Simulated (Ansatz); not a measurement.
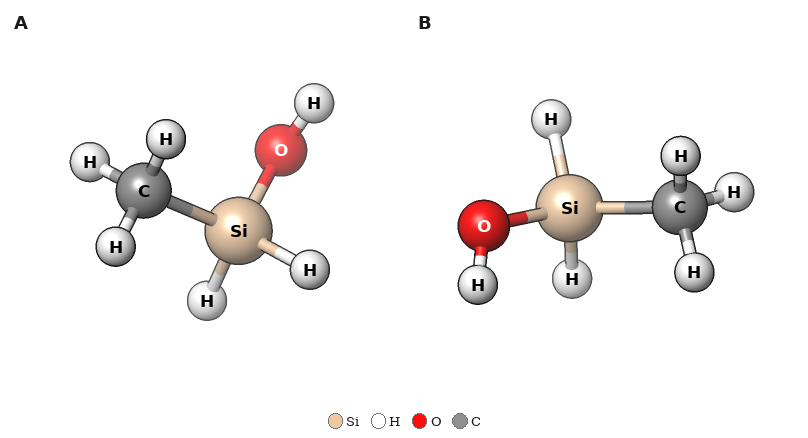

Atoms fade into the background with distance from the viewer. The geometry was computed by an optimisation with PBE0-D4/def2-TZVP.

How are A and B related: the same structure turned, mirror images, conformers, diastereomers or constitutional isomers?

Answer. They are mirror images that no rotation superimposes: the geometry of CH6OSi is chiral (C1). Their energies are equal.
